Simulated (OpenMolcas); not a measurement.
# A workflow on doublet SiH3F+

Aim: a single-point energy (ROHF/STO-3G), then the energy (CASSCF(3,3)/STO-3G), then a single-point energy (CASPT2(3,3)/STO-3G), then a single-point energy (SC-NEVPT2(3,3)/STO-3G), then the energy (MRCI(3,3)/STO-3G) of doublet SiH3F+. 

Program for the calculation: OpenMolcas 26.06.

1 further run of the same task is left out (set aside as unsound or not needed).

### Step 1. The structure to begin with

SiH3F+: 5 atoms, total charge +1, spin state doublet. SMILES of the parent species: `F[SiH3]`. Geometry: relaxed at PBE0-D4/def2-TZVP. That shape belongs to the parent species and isn't relaxed for this state.

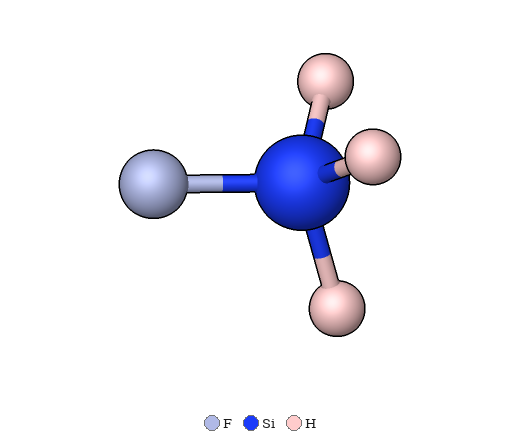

Viewed from a chosen angle; fluorine light blue, silicon blue, hydrogen pink.

### Step 2. The energy at ROHF/STO-3G (run 1)

The input, step1.input:

```
* FH3Si Hartree-Fock
&gateway
baslib
$CurrDir
coord
5
angstrom
F       -1.274600       0.162800       0.858000
Si       0.043300      -0.019300      -0.030700
H       -0.367800      -0.192600      -1.443700
H        0.768600      -1.217900       0.451600
H        0.880500       1.193400       0.123400
basis
STO-3G
group
NoSym
&seward
&scf
uhf
charge
1
spin
2
scramble
0.25
prorbitals
1 1
&rasscf
fileorb
$Project.UnaOrb
spin
2
nactel
1 0 0
inactive
12
ras2
1
outorbitals
Canonical
orblisting
Nothing
```

The basis set STO-3G is read from a file made from the Basis Set Exchange's data (not shown).

The run is started by

```bash
$ export MOLCAS_MEM=1860
$ pymolcas step1.input > step1.log
```

Output, shortened:

```text
--- Start Module: gateway ---
[...]
--- Stop Module: gateway /rc=_RC_ALL_IS_WELL_ ---
[...]
      Basis functions           17
[...]
--- Start Module: scf ---
[...]
       Convergence after  21 Iterations
[...]
::    Total SCF energy                               -385.0774110077
[...]
      Total spin, S                                     0.5028852772
[...]
--- Stop Module: scf /rc=_RC_ALL_IS_WELL_ ---
--- Start Module: rasscf ---
[...]
      Number of active orbitals                  1
[...]
      Spin quantum number                      0.5
[...]
      Active orbitals                            1
[...]
      Number of CSFs                             1
[...]
      Number of root(s) required                 1
[...]
      Convergence after  8 iterations
[...]
      printout of CI-coefficients larger than  0.05 for root  1
      energy=    -385.076162
      conf/sym  1     Coeff  Weight
             1  u   1.00000 1.00000
      Natural orbitals and occupation numbers for root  1
      sym 1:   1.000000
      ************************************************************************************************************************
      *                                                    Final results                                                     *
[...]
::    RASSCF root number  1 Total energy:   -385.07616198
[...]
      Total electronic charge=   25.000000
      Total            charge=    1.000000
[...]
      Dipole Moment (debye):
      Origin of the operator (angstrom)=   -0.4343    0.0467    0.2913
                   X= -2.0697E-01               Y=  1.7760E-01               Z= -1.6164E-02           Total=  2.7320E-01
      Center of Charge (angstrom)
[...]
--- Stop Module: rasscf /rc=_RC_ALL_IS_WELL_ ---
[...]
```

It took 2.1 s on 1 thread of Arm Neoverse V2, shared host; peak memory 0.37 GiB.

### Step 3. The energy at CASSCF(3,3)/STO-3G (run 2)

The input, step2.inp:

```
>>> EXPORT MOLCAS_PRINT=2

&gateway
  baslib = $CurrDir
  coord
  5
  angstrom
  F       -1.274600       0.162800       0.858000
  Si       0.043300      -0.019300      -0.030700
  H       -0.367800      -0.192600      -1.443700
  H        0.768600      -1.217900       0.451600
  H        0.880500       1.193400       0.123400
  basis = STO-3G
  group = NoSym

&seward

&rasscf
  fileorb = $CurrDir/step1.RasOrb
  spin = 2
  nactel = 3 0 0
  inactive = 11
  ras2 = 3
  orblisting = Nothing
```

The basis set STO-3G is read from a file made from the Basis Set Exchange's data (not shown).

The run is started by

```bash
$ export MOLCAS_MEM=1860
$ pymolcas step2.inp > step2.log
```

Output, shortened:

```text
--- Start Module: gateway ---
[...]
--- Stop Module: gateway /rc=_RC_ALL_IS_WELL_ ---
--- Start Module: seward ---
[...]
      Basis functions           17
--- Stop Module: seward /rc=_RC_ALL_IS_WELL_ ---
--- Start Module: rasscf ---
[...]
      Number of active orbitals                  3
[...]
      Spin quantum number                      0.5
[...]
      Active orbitals                            3
[...]
      Number of CSFs                             8
[...]
      Number of root(s) required                 1
[...]
      Convergence after 12 iterations
[...]
      printout of CI-coefficients larger than  0.05 for root  1
      energy=    -385.093100
      conf/sym  111     Coeff  Weight
             1  2u0   0.99323 0.98650
             8  0u2   0.11610 0.01348
      Natural orbitals and occupation numbers for root  1
      sym 1:   1.973018   1.000002   0.026980
      ************************************************************************************************************************
      *                                                    Final results                                                     *
[...]
::    RASSCF root number  1 Total energy:   -385.09310017
[...]
      Total electronic charge=   25.000000
      Total            charge=    1.000000
[...]
      Dipole Moment (debye):
      Origin of the operator (angstrom)=   -0.4343    0.0467    0.2913
                   X= -1.9166E-01               Y=  1.6983E-01               Z= -2.1755E-02           Total=  2.5700E-01
      Center of Charge (angstrom)
[...]
--- Stop Module: rasscf /rc=_RC_ALL_IS_WELL_ ---
[...]
```

Run time: 1.5 s. Hardware: 1 thread of Arm Neoverse V2, shared host; peak memory 0.37 GiB.

### Step 4. A single-point energy at CASPT2(3,3)/STO-3G (run 3)

The input, step3.inp:

```
>>> EXPORT MOLCAS_PRINT=2
&GATEWAY
BasLib=$CurrDir
Coord
5
angstrom
F       -1.274600       0.162800       0.858000
Si       0.043300      -0.019300      -0.030700
H       -0.367800      -0.192600      -1.443700
H        0.768600      -1.217900       0.451600
H        0.880500       1.193400       0.123400
Basis=STO-3G
Group=NoSym
&SEWARD
&RASSCF
FileOrb=$CurrDir/step2.RasOrb
Spin=2
Nactel=3 0 0
Inactive=11
Ras2=3
OrbListing=Nothing
&CASPT2
Imaginary=0.1
Frozen=6
```

The basis set STO-3G is read from a file made from the Basis Set Exchange's data (not shown).

The run is started by

```bash
$ export MOLCAS_MEM=1860
$ pymolcas step3.inp > step3.log
```

Output, shortened:

```text
--- Start Module: gateway ---
[...]
--- Stop Module: gateway /rc=_RC_ALL_IS_WELL_ ---
[...]
      Basis functions           17
[...]
--- Start Module: rasscf ---
[...]
      Number of active orbitals                  3
[...]
      Spin quantum number                      0.5
[...]
      Active orbitals                            3
[...]
      Number of CSFs                             8
[...]
      Number of root(s) required                 1
[...]
      Convergence after  4 iterations
[...]
      printout of CI-coefficients larger than  0.05 for root  1
      energy=    -385.093100
      conf/sym  111     Coeff  Weight
             1  2u0   0.99323 0.98650
             8  0u2   0.11610 0.01348
      Natural orbitals and occupation numbers for root  1
      sym 1:   1.973018   1.000002   0.026980
      ************************************************************************************************************************
      *                                                    Final results                                                     *
[...]
::    RASSCF root number  1 Total energy:   -385.09310017
[...]
      Total electronic charge=   25.000000
      Total            charge=    1.000000
[...]
      Dipole Moment (debye):
      Origin of the operator (angstrom)=   -0.4343    0.0467    0.2913
                   X= -1.9167E-01               Y=  1.6979E-01               Z= -2.1764E-02           Total=  2.5699E-01
      Center of Charge (angstrom)
[...]
--- Stop Module: rasscf /rc=_RC_ALL_IS_WELL_ ---
--- Start Module: caspt2 ---
[...]
 ###    WARNING: User changed nr of frozen orbitals.                         ###
 ###############################################################################
[...]
      E2 (Variational):          -0.0370031036
      Total energy:            -385.1301032781
[...]
      Reference weight:           0.98126
[...]
::    CASPT2 Root  1     Total energy:   -385.13010328
[...]
--- Stop Module: caspt2 /rc=_RC_ALL_IS_WELL_ ---
[...]
```

It took 1.4 s on 1 thread of Arm Neoverse V2, shared host; peak memory 0.37 GiB.

### Step 5. The energy at SC-NEVPT2(3,3)/STO-3G (run 4)

The input, step4.input:

```
&GATEWAY
BasLib = $CurrDir
Coord
5
angstrom
F       -1.274600       0.162800       0.858000
Si       0.043300      -0.019300      -0.030700
H       -0.367800      -0.192600      -1.443700
H        0.768600      -1.217900       0.451600
H        0.880500       1.193400       0.123400
Basis = STO-3G
Group = NoSym
&SEWARD
&RASSCF
FileOrb = $CurrDir/step2.RasOrb
Spin = 2
Nactel = 3 0 0
Inactive = 11
Ras2 = 3
OrbListing = Nothing
&CASPT2
SC-NEVPT2
Frozen = 6
```

The basis set STO-3G is read from a file made from the Basis Set Exchange's data (not shown).

The run is started by

```bash
$ export MOLCAS_MEM=1860
$ pymolcas step4.input > step4.log
```

Output, shortened:

```text
--- Start Module: gateway ---
[...]
--- Stop Module: gateway /rc=_RC_ALL_IS_WELL_ ---
[...]
      Basis functions           17
[...]
--- Start Module: rasscf ---
[...]
      Number of active orbitals                  3
[...]
      Spin quantum number                      0.5
[...]
      Active orbitals                            3
[...]
      Number of CSFs                             8
[...]
      Number of root(s) required                 1
[...]
      Convergence after  4 iterations
[...]
      printout of CI-coefficients larger than  0.05 for root  1
      energy=    -385.093100
      conf/sym  111     Coeff  Weight
             1  2u0   0.99323 0.98650
             8  0u2   0.11610 0.01348
      Natural orbitals and occupation numbers for root  1
      sym 1:   1.973018   1.000002   0.026980
      ************************************************************************************************************************
      *                                                    Final results                                                     *
[...]
::    RASSCF root number  1 Total energy:   -385.09310017
[...]
      Total electronic charge=   25.000000
      Total            charge=    1.000000
[...]
      Dipole Moment (debye):
      Origin of the operator (angstrom)=   -0.4343    0.0467    0.2913
                   X= -1.9167E-01               Y=  1.6979E-01               Z= -2.1764E-02           Total=  2.5699E-01
      Center of Charge (angstrom)
[...]
--- Stop Module: rasscf /rc=_RC_ALL_IS_WELL_ ---
--- Start Module: caspt2 ---
[...]
 ###    WARNING: User changed nr of frozen orbitals.                         ###
 ###############################################################################
[...]
      E2 (Variational):          -0.0353320826
[...]
      E2 (Variational):          -0.0352390156
      Total energy:            -385.1283391901
[...]
      Reference weight:           0.98325
[...]
::    SC-NEVPT2 Root  1     Total energy:   -385.12833919
[...]
--- Stop Module: caspt2 /rc=_RC_ALL_IS_WELL_ ---
[...]
```

Wall time 1.4 s (1 thread of Arm Neoverse V2, shared host); peak memory 0.37 GiB.

### Step 6. A single-point energy at MRCI(3,3)/STO-3G (run 5)

The input, step5.input:

```
* FH3Si MRCI
&gateway
baslib=$CurrDir
coord
5
angstrom
F       -1.274600       0.162800       0.858000
Si       0.043300      -0.019300      -0.030700
H       -0.367800      -0.192600      -1.443700
H        0.768600      -1.217900       0.451600
H        0.880500       1.193400       0.123400
basis=STO-3G
group=NoSym
&seward
&rasscf
fileorb=$CurrDir/step2.RasOrb
spin=2
nactel=3 0 0
inactive=11
ras2=3
orblisting=Nothing
&motra
lumorb
frozen=6
&guga
electrons=13
spin=2
inactive=5
active=3
ciall=1
&mrci
sdci
```

The basis set STO-3G is read from a file made from the Basis Set Exchange's data (not shown).

The run is started by

```bash
$ export MOLCAS_MEM=1860
$ pymolcas step5.input > step5.log
```

Output, shortened:

```text
--- Start Module: gateway ---
[...]
--- Stop Module: gateway /rc=_RC_ALL_IS_WELL_ ---
[...]
      Basis functions           17
[...]
      Number of active orbitals                  3
[...]
      Spin quantum number                      0.5
[...]
      Active orbitals                            3
[...]
      Number of CSFs                             8
[...]
      Number of root(s) required                 1
[...]
      Convergence after  4 iterations
[...]
      printout of CI-coefficients larger than  0.05 for root  1
      energy=    -385.093100
      conf/sym  111     Coeff  Weight
             1  2u0   0.99323 0.98650
             8  0u2   0.11610 0.01348
      Natural orbitals and occupation numbers for root  1
      sym 1:   1.973018   1.000002   0.026980
      ************************************************************************************************************************
      *                                                    Final results                                                     *
[...]
::    RASSCF root number  1 Total energy:   -385.09310017
[...]
      Dipole Moment (debye):
      Origin of the operator (angstrom)=   -0.4343    0.0467    0.2913
                   X= -1.9167E-01               Y=  1.6979E-01               Z= -2.1764E-02           Total=  2.5699E-01
      Center of Charge (angstrom)
[...]
      *** WARNING: Default frozen orbitals is overwritten by user input.
      *** Default values:   3
[...]
--- Start Module: guga ---
[...]
--- Stop Module: guga /rc=_RC_ALL_IS_WELL_ ---
--- Start Module: mrci ---
[...]
       (But an ACPF correction will be computed)
       USE THE DEFAULT ACPF G-VALUE GFAC=  0.15384615384615385
[...]
                      CI ENERGY:  -385.15067637
[...]
                ACPF CORRECTION:    -0.00410721
[...]
      Total electronic charge=   25.000000
      Total            charge=    1.000000
[...]
     ACPF CORRECTION:     -0.00410721
[...]
  CI State   1     Total energy:   -385.15067637     QDav:     -0.00491775     QACPF:     -0.00410721
[...]
--- Stop Module: mrci /rc=_RC_ALL_IS_WELL_ ---
[...]
```

It took 1.7 s on 1 thread of Arm Neoverse V2, shared host; peak memory 0.37 GiB.

### Step 7. Results

| quantity | value |
| --- | --- |
| run 1, ROHF/STO-3G: total energy | -385.07616 Eh |
| run 2, CASSCF(3,3)/STO-3G | no result (a known fault or a wrong state: its values are left out) |
| run 3, CASPT2(3,3)/STO-3G | no result (a known fault or a wrong state: its values are left out) |
| run 4, SC-NEVPT2(3,3)/STO-3G | no result (a known fault or a wrong state: its values are left out) |
| run 5, MRCI(3,3)/STO-3G | no result (a known fault or a wrong state: its values are left out) |

In words: Mulliken charges (run 1, ROHF/STO-3G) run from -0.04 on H4 to +0.83 on Si2; they depend strongly on the basis. 4 of the 5 runs ended normally but are set aside, since settings or state are in doubt.
